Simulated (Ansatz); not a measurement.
The reference is ZnSe in the zinc blende structure (space group F-43m, No. 216; a = 5.5675 Å).

One thing is altered: every lattice vector is shortened by 1.00 %; the atoms relax in the strained cell.

Calculations: Ansatz (a program for electronic structure) LDA, spin-orbit coupling left out.

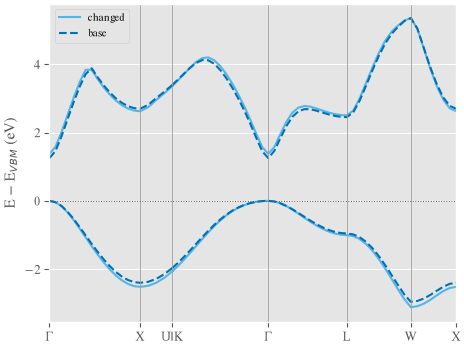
Highest valence and lowest conduction band along the path, each from its own valence-band maximum

Q: From the figure, how large is the changed gap, and is it direct?

A: About 1.4 eV, direct at Γ.

Stability against distortions was not tested.
